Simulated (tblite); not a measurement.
# C₂H₂F₄: molecular dynamics

The run: molecular dynamics of C₂H₂F₄. Method and program: GFN2-xTB Langevin dynamics, gas phase (tblite 0.8.0).

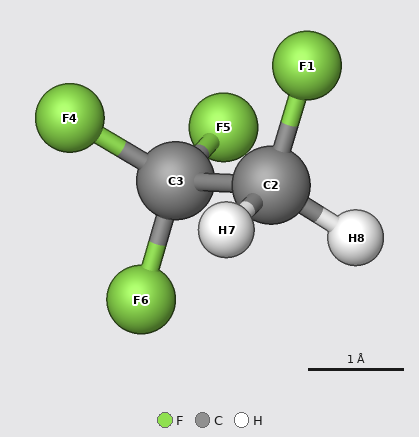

**Figure 1.** The input geometry (ball-and-stick view, seen at an oblique angle; atoms are numbered from 1 in the order of the input). Bond lengths as drawn: C–C 1.53 Å, C–F 1.33 to 1.36 Å and C–H 1.10 Å.

Key numbers:

| quantity | value |
| --- | --- |
| outcome | finished |
| mean temperature over the second half | 346 K |
| trajectory | 25 frames kept, 12600 fs |
| hardware | 1 CPU thread, shared host |
| wall time | 30 s |
| peak memory | 0.44 GiB |

Input file:
```
{"job": {"dt": 1.5, "steps": 8000, "equilibration": 400, "friction": 0.005, "h_mass": 4.0, "temperature": 350, "xc": "GFN2-xTB", "basis": "xTB", "kind": "md"}, "charge": 0, "multiplicity": 1}
F     -1.296532    -1.211393    -0.056272
C     -0.790196     0.047631    -0.109358
C      0.729173     0.013169     0.072015
F      1.095296    -0.497590     1.247630
F      1.344722    -0.687835    -0.880136
F      1.214618     1.263518     0.016995
H     -1.235376     0.634966     0.700549
H     -1.025477     0.475183    -1.089685
```

The first line tells a small driver script what to run in tblite; the rest is the geometry in Å.

Run as:
```bash
OMP_NUM_THREADS=1 python <driver script> task.json out
```

Log:
```
t/fs     T/K   E - E0/eV
     0.0    277.4    -0.0000
   525.0    375.7     0.2398
  1050.0    364.1     0.2201
  1575.0    302.2     0.2458
  2100.0    216.9     0.2516
  2625.0    305.5     0.1786
  3150.0    297.3     0.3323
  3675.0    163.0     0.2602
  4200.0    334.3     0.3113
  4725.0    295.9     0.2786
  5250.0    239.0     0.2901
  5775.0    307.4     0.1629
  6300.0    326.0     0.2072
  6825.0    447.5     0.2955
  7350.0    401.2     0.2317
  7875.0    545.1     0.2383
  8400.0    271.9     0.2341
  8925.0    270.5     0.2658
  9450.0    283.5     0.3201
  9975.0    462.6     0.2723
 10500.0    330.2     0.1475
 11025.0    267.3     0.1755
 11550.0    243.9     0.2438
 12075.0    213.0     0.0796
 12600.0    431.1     0.1790
```

Trajectory as extended XYZ (Å, eV, eV/Å), 25 frames, from step=0 to step=8400:
```
8
Properties=species:S:1:pos:R:3:forces:R:3 step=0 time_fs=0.0 energy=-659.29132 temperature=277.4
F    -1.2965   -1.2114   -0.0563    0.0000  -0.0010   0.0000
C    -0.7902    0.0476   -0.1094   -0.0010  -0.0010   0.0010
C     0.7292    0.0132    0.0720    0.0000   0.0010  -0.0010
F     1.0953   -0.4976    1.2476   -0.0010   0.0010  -0.0020
F     1.3447   -0.6878   -0.8801    0.0010  -0.0010   0.0010
F     1.2146    1.2635    0.0170    0.0010   0.0000   0.0010
H    -1.2354    0.6350    0.7005    0.0000   0.0010   0.0000
H    -1.0255    0.4752   -1.0897    0.0010   0.0000   0.0010
8
Properties=species:S:1:pos:R:3:forces:R:3 step=350 time_fs=525.0 energy=-659.05152 temperature=375.7
F    -0.7012   -1.4102   -0.3922    0.5000   0.9320  -0.3460
C    -0.2460   -0.1484   -0.8173    1.3400  -2.2390   0.3850
C     0.8850    0.2992    0.1503   -0.5960  -1.0730   0.8930
F     0.5801    0.1368    1.5025    0.0940   0.4860  -1.7070
F     1.9475   -0.4644   -0.0521    0.4840  -0.1720   0.0140
F     1.2499    1.5473   -0.0629   -0.1220   0.3950   0.1450
H    -1.0889    0.4652   -0.7312   -1.0810   1.1740  -0.2930
H     0.2143   -0.3286   -1.8359   -0.6180   0.4970   0.9100
8
Properties=species:S:1:pos:R:3:forces:R:3 step=700 time_fs=1050.0 energy=-659.07117 temperature=364.1
F     0.4533   -2.7185    1.1033    0.2790  -0.6100  -0.0750
C     0.1434   -1.4375    0.9008   -0.8300   1.1460   1.5760
C     1.3657   -0.5572    0.6860    0.1240  -0.7040  -0.3840
F     2.2667   -0.5130    1.6499   -0.2360   0.6060   0.7300
F     2.0406   -1.1397   -0.3113    0.1810   0.4950  -0.8860
F     0.9603    0.6861    0.3324    0.5750  -0.5930   0.2420
H    -0.4999   -1.1036    1.7464    0.5140  -0.0170  -0.0780
H    -0.4354   -1.2878    0.0211   -0.6060  -0.3230  -1.1250
8
Properties=species:S:1:pos:R:3:forces:R:3 step=1050 time_fs=1575.0 energy=-659.04552 temperature=302.2
F     0.0078   -3.1613    2.0138   -0.0090   0.4350  -0.0910
C    -0.1765   -1.7853    1.9506    0.7070  -2.2920   0.1940
C     0.9680   -1.1308    1.2485   -0.7710   1.7550  -1.8750
F     2.1064   -0.8981    1.8621   -0.2220  -0.2120   0.2080
F     1.2317   -1.6654    0.0471    0.1300  -0.0200   0.4510
F     0.4015    0.1270    0.9364    0.9360  -0.5900   0.2510
H    -0.2039   -1.4711    2.9583   -0.2390   0.6430   1.2430
H    -1.0914   -1.6336    1.4150   -0.5320   0.2810  -0.3820
8
Properties=species:S:1:pos:R:3:forces:R:3 step=1400 time_fs=2100.0 energy=-659.03967 temperature=216.9
F     1.1851   -2.3666    3.0522    0.9640  -0.5790   0.3550
C     0.2509   -1.7490    2.3294    0.1570   0.6410  -0.5700
C     0.8671   -0.7192    1.3302   -2.1590  -1.7880   0.3240
F     1.0054    0.4827    1.7879    0.2970   1.1430   0.2220
F     1.9581   -1.1903    0.8292    1.6330  -0.0820  -0.6210
F    -0.0472   -0.7099    0.3111    0.2120   0.6910  -0.0880
H    -0.3693   -1.2557    3.0621   -0.7540   0.2100  -0.0920
H    -0.2173   -2.4640    1.6462   -0.3500  -0.2370   0.4700
8
Properties=species:S:1:pos:R:3:forces:R:3 step=1750 time_fs=2625.0 energy=-659.11272 temperature=305.5
F     0.6375   -1.6971    4.0803    0.4720   0.2430  -0.6820
C     0.3768   -2.0583    2.7743    0.3060  -0.2540   0.9130
C     1.3846   -1.6462    1.6958   -0.8410   0.5700   0.5390
F     1.7435   -0.3618    1.8244   -0.1140  -0.1200  -0.3450
F     2.4542   -2.3660    1.6477    1.6330  -0.8590   0.2660
F     0.7966   -1.8479    0.5018   -0.2670   0.4740  -0.0500
H    -0.5236   -1.5475    2.5112   -0.9820   0.1160  -0.2060
H     0.3037   -3.1437    2.8332   -0.2070  -0.1710  -0.4370
8
Properties=species:S:1:pos:R:3:forces:R:3 step=2100 time_fs=3150.0 energy=-658.95902 temperature=297.3
F     1.0580   -2.4101    4.1328   -0.4640  -0.3610  -1.1080
C     0.5011   -2.5817    2.8732    0.3480   2.6860   0.6080
C     1.4323   -2.1356    1.7351   -0.2050  -0.2040  -1.1150
F     1.2198   -0.8619    1.2739   -0.0950  -0.9650   0.6510
F     2.7246   -2.2628    1.8781    0.6840   0.1460   0.8100
F     1.1603   -2.9558    0.6938   -0.4170   0.1570  -0.3210
H    -0.3577   -1.9043    2.7613   -0.0520   0.4010   0.4470
H     0.0622   -3.5185    2.7141    0.2010  -1.8600   0.0290
8
Properties=species:S:1:pos:R:3:forces:R:3 step=2450 time_fs=3675.0 energy=-659.03110 temperature=163.0
F     1.0433   -3.8590    3.8804   -0.0800   0.2950  -0.7680
C     0.9448   -2.8770    2.9207    0.4530  -0.1560   0.0470
C     2.1217   -2.9117    1.9408   -0.5910   0.0200   0.4350
F     1.7822   -2.3600    0.7590    0.2770   0.5210   0.3830
F     3.2379   -2.4110    2.4363    0.3780   1.2730   0.0170
F     2.4366   -4.1279    1.6847    0.4120  -2.7280  -0.8870
H     1.0335   -1.9479    3.4374   -0.4270   0.9240   0.4740
H     0.0554   -2.9860    2.3074   -0.4210  -0.1490   0.2990
8
Properties=species:S:1:pos:R:3:forces:R:3 step=2800 time_fs=4200.0 energy=-658.98006 temperature=334.3
F     0.2568   -4.1067    4.1367   -0.0470   0.2860  -0.4960
C     0.3521   -3.2308    3.0841    1.4540  -2.1390  -1.4630
C     1.8784   -3.2423    2.6228    0.1940  -0.0430   2.4780
F     2.1362   -2.6865    1.4689   -0.1890   0.3120  -0.2440
F     2.6849   -2.5896    3.5919   -1.0630  -0.9580  -1.4610
F     2.2950   -4.5284    2.5596   -0.1530   0.9060   0.1040
H    -0.0512   -2.3142    3.4125   -0.1860   1.1860   0.0920
H    -0.1491   -3.6848    2.1741   -0.0100   0.4490   0.9910
8
Properties=species:S:1:pos:R:3:forces:R:3 step=3150 time_fs=4725.0 energy=-659.01274 temperature=295.9
F    -0.1560   -3.6905    4.9319    0.7160  -0.4880  -0.1590
C     0.1857   -4.4275    3.8395   -1.0320  -0.3250  -1.1920
C     0.9453   -3.6316    2.7993    1.2590   2.1910   0.7130
F     0.4507   -2.3382    2.6850    0.4710  -1.5760  -0.2960
F     2.2532   -3.4803    3.1567   -0.4630   0.1760   0.1360
F     1.0359   -4.2146    1.6209   -0.7580  -0.0200  -0.2940
H    -0.7865   -4.6477    3.3285    0.4590  -0.3820   0.4030
H     0.8224   -5.3282    3.9875   -0.6520   0.4240   0.6890
8
Properties=species:S:1:pos:R:3:forces:R:3 step=3500 time_fs=5250.0 energy=-659.00122 temperature=239.0
F     0.3934   -4.8353    5.2830    1.1770  -1.1620   0.8310
C    -0.4658   -4.2759    4.4843   -2.1360   2.4730  -1.2530
C     0.1854   -3.6649    3.2120    1.4520  -0.7340   0.2480
F    -0.2352   -2.4538    2.9505   -1.2310   0.6440  -0.5280
F     1.4906   -3.4658    3.4168    0.6580  -0.4220   0.1970
F     0.1197   -4.4345    2.0924   -0.4510   0.4570   0.7060
H    -0.9322   -3.3939    5.0445    0.3970  -0.8050  -0.5350
H    -1.2771   -4.9192    4.1282    0.1340  -0.4500   0.3340
8
Properties=species:S:1:pos:R:3:forces:R:3 step=3850 time_fs=5775.0 energy=-659.12841 temperature=307.4
F     0.9530   -4.3105    5.5936    0.8140  -0.1140   0.4720
C     0.1704   -3.3105    5.1558   -1.5870   0.0520   0.7010
C    -0.0317   -3.5883    3.6626   -1.0950   0.5960   0.2400
F    -0.4224   -2.4627    3.0005    0.4540  -0.6060   0.1800
F     1.0841   -4.0601    3.1580    0.0730   0.0070  -0.6180
F    -1.0295   -4.4810    3.4604    0.5370   0.2360  -0.0480
H     0.5830   -2.3021    5.3572    0.1280  -0.5900  -0.1640
H    -0.7968   -3.4520    5.7385    0.6760   0.4180  -0.7640
8
Properties=species:S:1:pos:R:3:forces:R:3 step=4200 time_fs=6300.0 energy=-659.08413 temperature=326.0
F    -1.0862   -1.8859    4.9463   -0.0450  -0.2170   0.2990
C    -1.1793   -1.9922    3.6185    1.3110  -0.9560  -1.4810
C    -0.5923   -3.3518    3.0410    0.2430   0.3200   1.1400
F    -0.2833   -3.2387    1.7193   -0.2400  -0.0770   1.2390
F     0.5330   -3.6976    3.7441   -0.7410   0.3740  -0.9520
F    -1.4366   -4.3620    3.2009   -0.0560  -0.1210  -0.3380
H    -0.5205   -1.2858    3.1331    0.3250   0.8240   0.0830
H    -2.1778   -1.8293    3.2674   -0.7960  -0.1470   0.0110
8
Properties=species:S:1:pos:R:3:forces:R:3 step=4550 time_fs=6825.0 energy=-658.99580 temperature=447.5
F    -1.0792   -1.1783    3.8751   -1.1000   0.2740   0.1380
C    -0.0445   -1.7648    3.2820   -0.2490  -1.5870  -0.6550
C    -0.2930   -3.2877    3.0008    0.4320  -0.0180  -0.0640
F    -0.3642   -3.6609    1.7329    0.0910   0.6090  -1.1140
F     0.6859   -4.0761    3.4821    0.4660   0.4200   0.4260
F    -1.3926   -3.7351    3.5305   -1.2660  -0.0380   0.9230
H     0.7462   -1.7170    3.9568    1.7300  -0.0290   1.4590
H     0.2484   -1.2279    2.4107   -0.1040   0.3690  -1.1140
8
Properties=species:S:1:pos:R:3:forces:R:3 step=4900 time_fs=7350.0 energy=-659.05959 temperature=401.2
F    -0.9203   -0.0786    3.7540   -0.4030   0.4020  -0.3920
C    -0.3173   -1.2397    4.0386   -1.6370  -0.7900   2.7670
C    -1.1006   -2.4498    3.5216    0.2040  -0.4380  -1.7550
F    -1.2147   -2.4455    2.1406    0.5180  -0.0080   1.0350
F    -0.5404   -3.6347    3.8588    0.1720   0.7210  -0.1440
F    -2.3396   -2.5173    3.9305   -0.7180   0.2650   0.6360
H    -0.3159   -1.3272    5.1852   -0.1240  -0.0100  -1.0720
H     0.6749   -1.1936    3.7520    1.9880  -0.1430  -1.0740
8
Properties=species:S:1:pos:R:3:forces:R:3 step=5250 time_fs=7875.0 energy=-659.05304 temperature=545.1
F    -0.8731   -0.1966    3.5975    0.0130   0.1260  -0.8560
C    -1.6257   -0.8987    4.4579   -0.4670  -0.0750   0.3560
C    -1.7012   -2.4099    4.1547    0.3330   1.6600  -2.6720
F    -0.6725   -2.7429    3.3348   -0.3170  -0.2030   0.3030
F    -1.6083   -3.0644    5.2407    0.1990  -1.5820   2.0590
F    -2.8231   -2.7901    3.5357   -0.1550   0.0080  -0.1050
H    -2.6326   -0.4359    4.5283    0.4840  -0.2530   0.0250
H    -1.0509   -0.8806    5.3710   -0.0910   0.3190   0.8890
8
Properties=species:S:1:pos:R:3:forces:R:3 step=5600 time_fs=8400.0 energy=-659.05725 temperature=271.9
F    -1.1941   -0.1799    3.2578   -0.0970  -0.8080   0.8200
C    -1.5690   -0.9542    4.3686    0.9880   1.4490  -1.3910
C    -1.3961   -2.3981    4.1386   -1.3540  -1.3810  -0.4250
F    -0.2004   -2.7954    3.8539    1.5630  -0.3650   0.0990
F    -1.8696   -3.0971    5.1937    0.4770   0.1760   0.5870
F    -2.1683   -2.8506    3.1561   -0.5230  -0.0160  -1.0120
H    -2.5934   -0.7687    4.5004   -1.5180   0.4160   0.4880
H    -0.9442   -0.6740    5.1826    0.4640   0.5280   0.8340
8
Properties=species:S:1:pos:R:3:forces:R:3 step=5950 time_fs=8925.0 energy=-659.02556 temperature=270.5
F    -1.3382    0.2587    3.9731   -0.5820  -0.1590   0.5750
C    -1.8461   -0.7832    4.7348    1.0860   0.2690  -1.6490
C    -1.5715   -2.0478    3.9463   -0.3930  -1.5490   0.1800
F    -0.3184   -2.4671    3.9041    0.1730   0.1610   0.0060
F    -2.2445   -3.0474    4.6781    0.4220   0.7310  -1.2960
F    -2.0001   -2.0021    2.6593   -0.0140  -0.2360   1.3100
H    -2.9251   -0.7924    4.7519   -0.4020   0.7650   0.4980
H    -1.2783   -0.8013    5.6576   -0.2890   0.0180   0.3750
8
Properties=species:S:1:pos:R:3:forces:R:3 step=6300 time_fs=9450.0 energy=-658.97121 temperature=283.5
F    -0.3317    0.2349    3.7369   -0.4850   0.1040   0.4400
C    -1.5742   -0.2402    4.0710   -0.2170  -0.1250   0.9290
C    -1.4735   -1.7409    3.9343   -1.2820  -2.0680  -2.1420
F    -0.3734   -2.2261    4.4072    1.0070  -0.2380   0.5950
F    -2.4813   -2.5320    4.4339    0.4380   1.2630   0.1480
F    -1.5050   -2.1360    2.5823    0.1690   0.7490   1.0820
H    -2.2811    0.1539    3.3249   -0.0210   0.0590   0.4890
H    -1.8282   -0.0520    5.1800    0.3910   0.2580  -1.5420
8
Properties=species:S:1:pos:R:3:forces:R:3 step=6650 time_fs=9975.0 energy=-659.01900 temperature=462.6
F     1.2666   -0.4384    3.1623   -0.5760   0.3130   0.7860
C     0.2760   -0.1457    4.0771   -0.4130  -0.7270  -0.0960
C    -0.1728   -1.4875    4.7294    0.1920  -0.9950  -1.5060
F     0.8722   -2.1881    5.1616    0.3010   0.3750   0.6800
F    -1.1170   -1.4975    5.6630    0.3120   0.7670   0.1500
F    -0.6662   -2.3027    3.7594   -0.2650   0.3850  -0.2020
H    -0.5353    0.3603    3.5701   -0.5470  -0.3430  -0.5980
H     0.5705    0.5810    4.8015    0.9970   0.2250   0.7850
8
Properties=species:S:1:pos:R:3:forces:R:3 step=7000 time_fs=10500.0 energy=-659.14383 temperature=330.2
F     1.5059   -1.4378    3.4323   -0.0240  -0.2600   0.1210
C     0.9209   -0.4268    4.1189   -1.2590   0.0610  -0.7620
C     0.1798   -0.9224    5.3804   -0.3150  -1.4780  -0.3280
F     0.9675   -1.6629    6.1718   -0.0200   0.3900   0.0040
F    -0.2815    0.1093    6.0607   -0.0660   0.2320   0.2430
F    -0.9085   -1.7533    5.1399    1.0390   1.0460  -0.1490
H     0.1126   -0.0067    3.4198    1.0950  -0.1020   0.8520
H     1.7335    0.2606    4.3943   -0.4500   0.1120   0.0200
8
Properties=species:S:1:pos:R:3:forces:R:3 step=7350 time_fs=11025.0 energy=-659.11578 temperature=267.3
F     1.0429   -3.1443    4.4062   -0.0060   1.1150   0.4320
C     1.0651   -1.7532    4.3550    0.1400  -0.6370  -0.7880
C     0.8246   -1.0185    5.7019    1.3860  -0.1770  -0.4700
F     1.2099   -1.6674    6.7945    0.1860  -0.0840  -0.1090
F     1.5560    0.1416    5.6498   -0.6140  -0.5210   0.1500
F    -0.4397   -0.7138    5.8707   -0.5630   0.3670  -0.0130
H     0.2143   -1.4696    3.7083    0.2790  -0.0120   0.0340
H     2.0395   -1.4855    3.8505   -0.8080  -0.0520   0.7650
8
Properties=species:S:1:pos:R:3:forces:R:3 step=7700 time_fs=11550.0 energy=-659.04756 temperature=243.9
F    -0.4939   -1.8153    3.4066    0.1410   0.1470  -0.1430
C     0.4623   -0.8715    3.6301    0.5820  -1.2960  -0.0950
C     0.7486   -0.7742    5.1003    0.4090   0.6780   0.6250
F     1.5038   -1.7152    5.5965    1.0350  -0.6230   0.2570
F     1.4116    0.4402    5.3112   -0.8440  -1.2080   0.1270
F    -0.3688   -0.8395    5.8183   -0.1120   0.7370   0.0590
H     0.1099    0.0908    3.4404   -1.0090   1.6420  -1.0770
H     1.3579   -1.1000    3.0289   -0.2030  -0.0760   0.2470
8
Properties=species:S:1:pos:R:3:forces:R:3 step=8050 time_fs=12075.0 energy=-659.21167 temperature=213.0
F     0.3481   -1.0549    2.3660   -0.2340   0.3700  -0.0130
C     0.7334    0.2349    2.6072   -0.3370  -0.0220  -0.5230
C     1.0363    0.3849    4.0729   -0.4470  -0.5200   1.0340
F     2.0319   -0.3979    4.4429    0.8320  -0.4870   0.0380
F     1.3748    1.6133    4.4131    0.1800   0.8790  -0.1490
F     0.0294    0.0479    4.9003   -0.3330   0.0770  -0.3620
H    -0.0346    0.9629    2.2840    0.0490  -0.4710   0.1160
H     1.6512    0.3855    2.0451    0.2900   0.1730  -0.1400
8
Properties=species:S:1:pos:R:3:forces:R:3 step=8400 time_fs=12600.0 energy=-659.11228 temperature=431.1
F     2.4629   -0.2135    2.0721    0.1470  -0.3160  -0.5090
C     1.2148    0.2152    2.4000    0.9320   0.6470  -0.3050
C     0.9112   -0.3445    3.7593    0.1980   0.1050   1.9740
F     1.9495   -0.2925    4.6862   -1.0110  -0.2750  -1.4190
F    -0.0598    0.3655    4.3390   -0.3380   0.1620   0.0760
F     0.4576   -1.6033    3.6999    0.4480   0.2240   0.0770
H     0.4667   -0.1954    1.7164    0.1250   0.0990  -0.2410
H     1.3011    1.3290    2.3454   -0.5000  -0.6450   0.3460
```

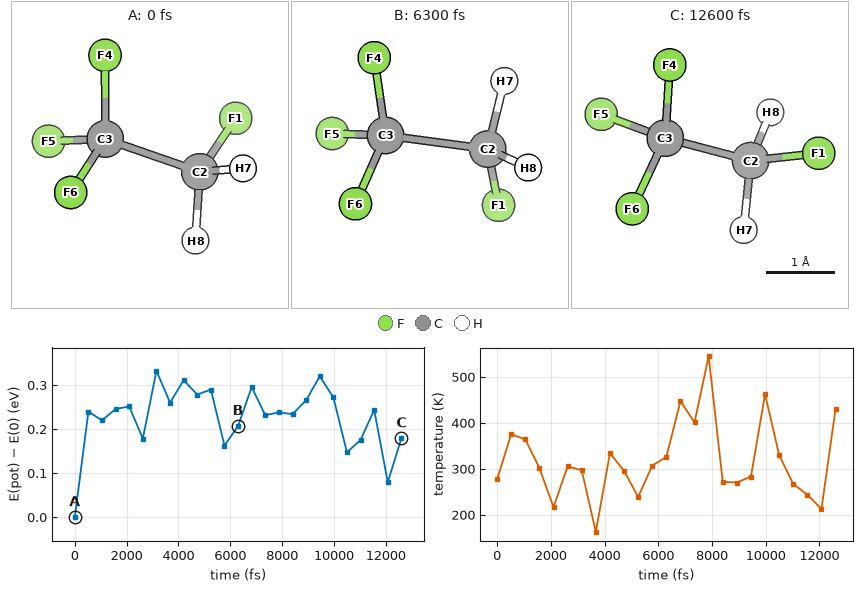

**Figure 2.** Frames of the molecular dynamics (ball-and-stick, seen at a tilt) above the curves, on which the letters mark them. The trajectory kept here has 25 frames over 12600 fs. The temperature starts at 277 K, ranges from 163 to 545 K and averages 346 K over the second half. The potential energy ends 0.179 eV above its first value. After an unweighted best fit of the last frame on the first, the root-mean-square displacement is 0.87 Å.
